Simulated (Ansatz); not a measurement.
## Computed γ-surface: LiF (rock salt)

LiF (rock salt) is sheared across one {100} plane: the third cell vector gains the shift, so faults repeat every 6.1 Å. The cut lies between planes 2.03 Å apart; the cell height is held.

```
CELL_PARAMETERS angstrom
      2.87642     0.00000     0.00000
      0.00000     2.87642     0.00000
      1.43821     1.43821     6.10180
ATOMIC_POSITIONS crystal
  F  0.00000 0.00000 0.83333
  F  0.33333 0.33333 0.16667
  F  0.66667 0.66667 0.50000
  Li 0.50000 0.50000 0.83333
  Li 0.83333 0.83333 0.16667
  Li 0.16667 0.16667 0.50000
```

In-plane vectors a = (2.876, 0.000) Å, b = (0.000, 2.876) Å, area 8.27 Å². The shift is x·a + y·b, and the map repeats with period 1 in x and y. The shift is rigid: no atom relaxes. γ = [E(shift) − E(0)] / area.

Method: PBE (plane waves to 420 eV, PAW, scalar-relativistic; Ansatz, an electronic-structure program). k mesh 10×10×10 (Γ-centred), Fermi-Dirac smearing 0.05 eV. E is the zero-smearing estimate. Faults lie only 6.1 Å apart, and holding the cell height and the atoms raises γ above its relaxed value. LiF was relaxed with its symmetry unable to fall. γ is measured from zero shift.

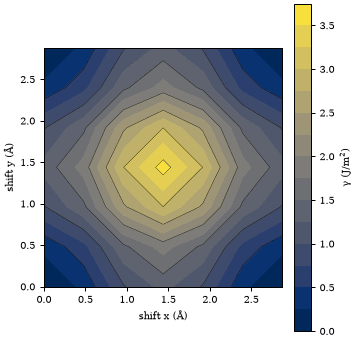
*γ (J/m²) over one surface cell, drawn in its true shape from a 6×6 grid (a along the lower edge).*

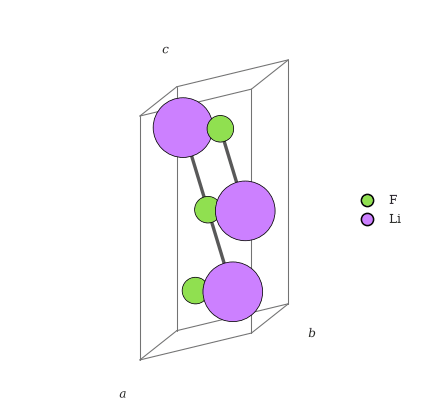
Figure: The cell of the calculation at x = 0.500, y = 0.500.

The highest γ on the easiest grid path from zero shift to a (an upper estimate of the barrier on so coarse a grid) is 1.33 J/m². Local minima besides zero shift: no grid point is one. Lowest place on the grid: x = 0.000, y = 0.000 (0 mJ/m²). Highest place on the grid: x = 0.500, y = 0.500 (3.62 J/m²).

(The slope of γ gives the shear force per area between the displaced halves; near zero shift its curvature is an elastic stiffness.)
